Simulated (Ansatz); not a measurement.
**triplet InNH4 at 4 levels**

Wanted: a comparison of 4 runs (U-r2SCAN/def2-SVP, U-r2SCAN0/def2-SVP, U-wB97X/def2-SVP, UPBE0/def2-SVP) of triplet InNH4. 

The results are computed with Ansatz 0.2.0.

47 further runs of the same task are left out: 47 set aside as unsound or not needed.

## (1) The system as given

The species is InNH4 (6 atoms), meant as a triplet with charge 0. SMILES of the parent species: `[NH2][InH2]`. The shape is that of a PBE0-D4/def2-TZVP optimisation. That shape belongs to the parent species and isn't relaxed for this state.

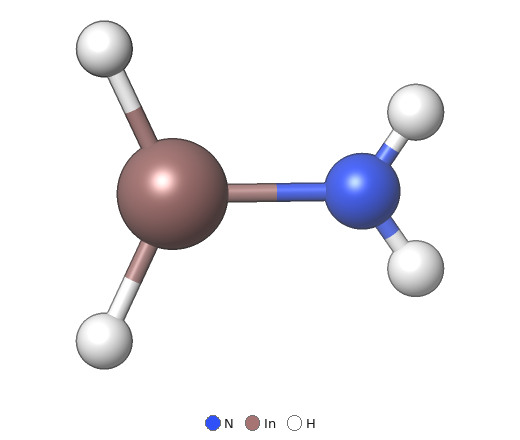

The structure, seen from a chosen angle (nitrogen blue, indium brown, hydrogen white).

## (2) A single-point energy at U-r2SCAN/def2-SVP (core potential) (run 1)

File molecule.yaml:

```yaml
crystal:
  periodic: [false, false, false]
  atoms:
    - {symbol: "N", position_ang: [-0.092200, -1.060500, 0.036600]}
    - {symbol: In, position_ang: [0.095300, 0.935900, -0.048300]}
    - {symbol: H, position_ang: [-0.598000, -1.552900, 0.753400]}
    - {symbol: H, position_ang: [0.311900, -1.697300, -0.629300]}
    - {symbol: H, position_ang: [1.012500, 1.520500, -1.370700]}
    - {symbol: H, position_ang: [-0.687400, 1.790300, 1.212100]}
basis:
  gaussian:
    orbitals: def2-SVP
magnetization:
  spin_polarized: true
  initial_magnetization: 2
hamiltonian:
  xc: {name: r2SCAN}
accuracy: high
output:
  orbitals: {seedname: orbitals}
```

Command:

```console
$ ansatz run molecule.yaml --threads 1 --pin off --max-ram 3480MiB --events-out events.jsonl --progress --plain --runs-dir runs
```

Standard output:

```text
Warning: RAYON_NUM_THREADS=1 ignored (pool sized by the plan → 1); use --threads N
Functional definition: r2SCAN
  name "r2SCAN"
  parameter k0 = 0.174
  parameter k1 = 0.065
  parameter a1 = 4.9479
  exchange = r2scan_x(k0 = k0, k1 = k1, a1 = a1)
  correlation = r2scan_c
1456 factors; integrals over basis functions are off by at most 3.0e-9 eV
mean field evaluation 1: about -6714.3112 eV, gradient 4.4e1 eV
mean field evaluation 2: about -6651.3430 eV, gradient 9.4e1 eV
mean field evaluation 4: about -6720.7499 eV, gradient 2.1e1 eV
mean field evaluation 8: about -6723.9311 eV, gradient 3.8e-1 eV
mean field evaluation 16: about -6723.9294 eV, gradient 1.5e-4 eV
mean field evaluation 32: about -6723.9294 eV, gradient 1.2e-7 eV
mean field evaluation 64: about -6723.8176 eV, gradient 2.7e0 eV
mean field -6723.92941802 eV, -247.0998484693 hartree, gradient 3.6e-8 eV, S^2 2.013806; 7 other end points of the search recorded, 0 dependent functions left out
reference -6723.92942340 eV, -247.0998486671 hartree; 17, 15 occupied and 43, 45 virtual orbitals, 1456 factors
Total energy: -6723.92942340 eV, -247.0998486671 hartree
```

It took 62 s on 1 thread of Arm Neoverse N1, shared host; peak memory 0.33 GiB.

## (3) A single-point energy at U-r2SCAN0/def2-SVP (core potential) (run 2)

File in.yaml:

```yaml
crystal:
  periodic: [false, false, false]
  atoms:
    - {symbol: N, position_ang: [-0.092200, -1.060500, 0.036600]}
    - {symbol: In, position_ang: [0.095300, 0.935900, -0.048300]}
    - {symbol: H, position_ang: [-0.598000, -1.552900, 0.753400]}
    - {symbol: H, position_ang: [0.311900, -1.697300, -0.629300]}
    - {symbol: H, position_ang: [1.012500, 1.520500, -1.370700]}
    - {symbol: H, position_ang: [-0.687400, 1.790300, 1.212100]}
basis:
  gaussian:
    orbitals: def2-SVP
output: {orbitals: {seedname: orbitals}}
magnetization:
  spin_polarized: true
  initial_magnetization: 2
hamiltonian:
  xc: {name: r2SCAN0}
accuracy: high
```

Command:

```console
$ ansatz run in.yaml --threads 1 --pin off --max-ram 3480MiB --events-out events.jsonl --progress --plain --runs-dir runs
```

Standard output:

```text
Warning: RAYON_NUM_THREADS=1 ignored (pool sized by the plan → 1); use --threads N
Functional definition: r2SCAN0
  name "r2SCAN0"
  parameter a = 0.25
[... 3 set-up lines as earlier in the session ...]
  exchange = (1 - a)*r2scan_x(k0 = k0, k1 = k1, a1 = a1) + a*exact_x
[... 1 set-up line as earlier in the session ...]
1456 factors; integrals over basis functions are off by at most 3.0e-9 eV
mean field evaluation 1: about -6714.9828 eV, gradient 3.8e1 eV
mean field evaluation 2: about -6672.2384 eV, gradient 7.9e1 eV
mean field evaluation 4: about -6720.0858 eV, gradient 2.0e1 eV
mean field evaluation 8: about -6722.8363 eV, gradient 4.1e-1 eV
mean field evaluation 16: about -6722.9270 eV, gradient 3.0e-3 eV
mean field evaluation 32: about -6721.4308 eV, gradient 1.1e1 eV
mean field -6722.92695180 eV, -247.0630085150 hartree, gradient 8.2e-8 eV, S^2 2.016015; 4 other end points of the search recorded, 0 dependent functions left out
reference -6722.92695586 eV, -247.0630086642 hartree; 17, 15 occupied and 43, 45 virtual orbitals, 1456 factors
Total energy: -6722.92695586 eV, -247.0630086642 hartree
```

Wall time 31 s (1 thread of Arm Neoverse N1, shared host); peak memory 0.36 GiB.

## (4) A single-point energy at U-wB97X/def2-SVP (core potential) (run 3)

File job.yaml:

```yaml
basis:
  gaussian:
    orbitals: def2-SVP
crystal:
  periodic: [false, false, false]
  atoms:
    - {symbol: N, position_ang: [-0.092200, -1.060500, 0.036600]}
    - {symbol: In, position_ang: [0.095300, 0.935900, -0.048300]}
    - {symbol: H, position_ang: [-0.598000, -1.552900, 0.753400]}
    - {symbol: H, position_ang: [0.311900, -1.697300, -0.629300]}
    - {symbol: H, position_ang: [1.012500, 1.520500, -1.370700]}
    - {symbol: H, position_ang: [-0.687400, 1.790300, 1.212100]}
magnetization:
  spin_polarized: true
  initial_magnetization: 2
hamiltonian:
  xc: {name: wB97X}
accuracy: high
output:
  orbitals: {seedname: orbitals}
```

Command:

```console
$ ansatz run job.yaml --threads 1 --pin off --max-ram 3480MiB --events-out events.jsonl --progress --plain --runs-dir runs
```

Standard output, cut to the lines that bear on the results:

```text
Warning: RAYON_NUM_THREADS=1 ignored (pool sized by the plan → 1); use --threads N
Functional definition: wB97X
  name "wB97X"
[...]
      + exact_x_lr(omega)
[...]
      + integral(e_c_pw_opposite_spin*poly(b97_u_opposite, 1, cos1, cos2, cos3, cos4))
1456 factors; integrals over basis functions are off by at most 3.0e-9 eV
304 factors; integrals over basis functions are off by at most 1.9e-9 eV
[...]
mean field -6723.16558971 eV, -247.0717782965 hartree, gradient 1.9e-8 eV, S^2 2.007067; 4 other end points of the search recorded, 0 dependent functions left out
reference -6723.16558826 eV, -247.0717782432 hartree; 17, 15 occupied and 43, 45 virtual orbitals, 1456 factors
Total energy: -6723.16558826 eV, -247.0717782432 hartree
```

It took 59 s on 1 thread of Arm Neoverse N1, shared host; peak memory 0.58 GiB.

## (5) A single-point energy at UPBE0/def2-SVP (core potential) (run 4)

File in.yaml:

```yaml
crystal:
  periodic: [false, false, false]
  atoms:
    - symbol: N
      position_ang: [-0.092200, -1.060500, 0.036600]
    - symbol: In
      position_ang: [0.095300, 0.935900, -0.048300]
    - symbol: H
      position_ang: [-0.598000, -1.552900, 0.753400]
    - symbol: H
      position_ang: [0.311900, -1.697300, -0.629300]
    - symbol: H
      position_ang: [1.012500, 1.520500, -1.370700]
    - symbol: H
      position_ang: [-0.687400, 1.790300, 1.212100]
basis:
  gaussian:
    orbitals: def2-SVP
magnetization:
  spin_polarized: true
  initial_magnetization: 2
output:
  orbitals: {seedname: orbitals}
hamiltonian:
  xc: pbe0
accuracy: high
```

Command:

```console
$ ansatz run in.yaml --threads 1 --pin off --max-ram 3480MiB --events-out events.jsonl --progress --plain --runs-dir runs
```

Standard output:

```text
Warning: RAYON_NUM_THREADS=1 ignored (pool sized by the plan → 1); use --threads N
Functional definition: PBE0
  name "PBE0"
[... 1 set-up line as earlier in the session ...]
  parameter kappa = 0.804
  parameter beta = 0.06672455060314922
  exchange = (1 - a)*pbe_x(kappa = kappa, mu = beta*pi^2/3) + a*exact_x
  correlation = pbe_c(beta = beta)
1456 factors; integrals over basis functions are off by at most 3.0e-9 eV
mean field evaluation 1: about -6712.6525 eV, gradient 4.0e1 eV
mean field evaluation 2: about -6664.4286 eV, gradient 8.4e1 eV
mean field evaluation 4: about -6718.0721 eV, gradient 2.1e1 eV
mean field evaluation 8: about -6720.9053 eV, gradient 4.1e-1 eV
mean field evaluation 16: about -6720.9932 eV, gradient 9.1e-4 eV
mean field evaluation 32: about -6716.3766 eV, gradient 2.2e1 eV
mean field -6720.99322199 eV, -246.9919452552 hartree, gradient 9.3e-8 eV, S^2 2.009581; 5 other end points of the search recorded, 0 dependent functions left out
reference -6720.99322503 eV, -246.9919453670 hartree; 17, 15 occupied and 43, 45 virtual orbitals, 1456 factors
Total energy: -6720.99322503 eV, -246.9919453670 hartree
```

It took 19 s on 1 thread of Arm Neoverse N1, shared host; peak memory 0.24 GiB.

## (6) All runs side by side

| run | level | energy (Eh) | HOMO energy (eV) | ⟨S²⟩ | wall time |
| --- | --- | --- | --- | --- | --- |
| 1 | U-r2SCAN/def2-SVP (core potential) | -247.099849 | -2.43 | 2.014 | 62 s |
| 2 | U-r2SCAN0/def2-SVP (core potential) | -247.063009 | -3.10 | 2.016 | 31 s |
| 3 | U-wB97X/def2-SVP (core potential) | -247.071778 | -4.45 | 2.007 | 59 s |
| 4 | UPBE0/def2-SVP (core potential) | -246.991945 | -2.91 | 2.010 | 19 s |

## (7) What came out

| quantity | value |
| --- | --- |
| run 4: total energy | -246.99195 Eh |
| run 4: HOMO energy (highest over α and β) | -2.91 eV |
| run 4: ⟨S²⟩ | 2.010 |

**Reading.** Totals of different functionals can't be ranked against each other. All runs together took 2.8 min, the longest 62 s.
